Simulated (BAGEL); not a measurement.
# [CF3]+ (SMILES F[C+](F)F) at HF/STO-3G (density fitting with qzvpp-jkfit)

Aim: the vertical electron affinity of [CF3]+ at HF/STO-3G (density fitting with qzvpp-jkfit), from 2 runs. 

The results are computed with BAGEL 1.2.2.

## 1. Starting point

The species is [CF3]+ (4 atoms), meant as a singlet with charge +1. As SMILES, `F[C+](F)F`. The coordinates come from a PBE0-D4/def2-TZVP relaxation.

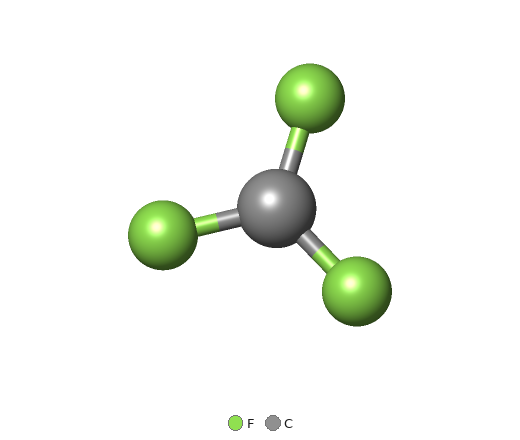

Viewed from a chosen angle; fluorine green, carbon grey.

## 2. A single-point energy at HF/STO-3G (density fitting with qzvpp-jkfit)

job.json

```json
{ "bagel" : [

{
  "title" : "molecule",
  "basis" : "sto-3g",
  "df_basis" : "qzvpp-jkfit",
  "angstrom" : true,
  "geometry" : [
    { "atom" : "F", "xyz" : [       0.698600,      -0.114600,       1.005400 ] },
    { "atom" : "C", "xyz" : [       0.000000,       0.000000,       0.000000 ] },
    { "atom" : "F", "xyz" : [      -0.609500,      -0.973400,      -0.439400 ] },
    { "atom" : "F", "xyz" : [      -0.089000,       1.088000,      -0.566000 ] }
  ]
},

{
  "title" : "hf",
  "charge" : 1
},

{
  "title" : "print",
  "file" : "orbitals.molden",
  "orbitals" : true
}

]}
```

On the command line:

```bash
$ BAGEL_NUM_THREADS=1 BAGEL job.json > job.out
```

Log:

```text
* using 1 threads per process

  ===============================================================
  ===============================================================

  *** Geometry ***

  { "atom" : "F", "xyz" : [      1.320163,     -0.216563,      1.899931 ] },
  { "atom" : "C", "xyz" : [      0.000000,      0.000000,      0.000000 ] },
  { "atom" : "F", "xyz" : [     -1.151788,     -1.839459,     -0.830346 ] },
  { "atom" : "F", "xyz" : [     -0.168186,      2.056022,     -1.069585 ] },

  Number of auxiliary basis functions:      306

  Since a DF basis is specified, we compute 2- and 3-index integrals:
    o Being stored without compression. Storage requirement is 0.001 GB

  Number of basis functions:       20
  Number of electrons      :       33

    * METHOD: MOLECULE                             0.09

  *** RHF ***

  === Nuclear Repulsion ===
   130.0927920167

      * DIIS with orbital gradients will be used.

  === RHF iteration (sto-3g) ===
      0       -331.03344872          0.03991722           0.01
      1       -331.19692808          0.01310109           0.01
      2       -331.21092349          0.00124193           0.01
      3       -331.21131734          0.00024864           0.01
      4       -331.21133156          0.00005412           0.01
      5       -331.21133218          0.00000902           0.01
      6       -331.21133220          0.00000024           0.01
      7       -331.21133220          0.00000003           0.01
      8       -331.21133220          0.00000000           0.01
    * SCF iteration converged.

    * Permanent dipole moment:
           (    0.000057,    -0.000002,     0.000006) a.u.

    * METHOD: HF                                   0.10

    * METHOD: PRINT                                0.00

  ===============================================================
```

It took 0.36 s on 1 thread of Arm Neoverse N1, shared host; peak memory 0.083 GiB.

## 3. Doublet neutral CF3, same level

input.json

```json
{ "bagel" : [

{
  "title" : "molecule",
  "basis" : "sto-3g",
  "df_basis" : "qzvpp-jkfit",
  "angstrom" : "true",
  "geometry" : [
    { "atom" : "F", "xyz" : [    0.698600,   -0.114600,    1.005400 ] },
    { "atom" : "C", "xyz" : [    0.000000,    0.000000,    0.000000 ] },
    { "atom" : "F", "xyz" : [   -0.609500,   -0.973400,   -0.439400 ] },
    { "atom" : "F", "xyz" : [   -0.089000,    1.088000,   -0.566000 ] }
  ]
},
{ "title" : "uhf", "nopen" : 1 },
{ "title" : "print", "file" : "orbitals.molden", "orbitals" : "true" }

]}
```

On the command line:

```bash
$ BAGEL_NUM_THREADS=1 BAGEL input.json > input.out
```

Log:

```text
* using 1 threads per process

  ===============================================================
  ===============================================================

  *** Geometry ***

  { "atom" : "F", "xyz" : [      1.320163,     -0.216563,      1.899931 ] },
  { "atom" : "C", "xyz" : [      0.000000,      0.000000,      0.000000 ] },
  { "atom" : "F", "xyz" : [     -1.151788,     -1.839459,     -0.830346 ] },
  { "atom" : "F", "xyz" : [     -0.168186,      2.056022,     -1.069585 ] },

  Number of auxiliary basis functions:      306

  Since a DF basis is specified, we compute 2- and 3-index integrals:
    o Being stored without compression. Storage requirement is 0.001 GB

  Number of basis functions:       20
  Number of electrons      :       33

    * METHOD: MOLECULE                             0.09

  *** Open-shell HF ***

  === Nuclear Repulsion ===
   130.0927920167

      * DIIS with orbital gradients will be used.

  === UHF iteration (sto-3g) ===
      0       -331.31841656          0.04650215           0.01
      1       -331.38940449          0.00776201           0.01
      2       -331.39174554          0.00176591           0.01
      3       -331.39203613          0.00067521           0.01
      4       -331.39212668          0.00018128           0.01
      5       -331.39213903          0.00002410           0.01
      6       -331.39213971          0.00000202           0.01
      7       -331.39213974          0.00000062           0.01
      8       -331.39213975          0.00000022           0.01
      9       -331.39213975          0.00000005           0.01
     10       -331.39213975          0.00000000           0.01
    * SCF iteration converged.

    * S^2 (UHF) is 0.7560

    * Permanent dipole moment:
           (    0.000006,     0.000013,     0.000038) a.u.

    * METHOD: UHF                                  0.17

    * METHOD: PRINT                                0.00

  ===============================================================
```

Run time: 0.42 s. Hardware: 1 thread of Arm Neoverse N1, shared host; peak memory 0.083 GiB.

## 4. What came out

Level: HF/STO-3G (density fitting with qzvpp-jkfit).

| quantity | value |
| --- | --- |
| singlet [CF3]+: total energy | -331.21133 Eh |
| singlet [CF3]+: HOMO energy | -25.20 eV |
| singlet [CF3]+: LUMO energy | -4.47 eV |
| singlet [CF3]+: HOMO–LUMO gap | 20.73 eV |
| doublet neutral CF3: total energy | -331.39214 Eh |
| doublet neutral CF3: dipole moment | 0.00 D |
| doublet neutral CF3: ⟨S²⟩ | 0.756 |
| vertical electron affinity (to the doublet neutral) | 4.920 eV |

In words: At fixed nuclei the extra electron is bound by 4.92 eV (475 kJ/mol). In a minimal basis such a difference can be off by several eV, whatever the method.
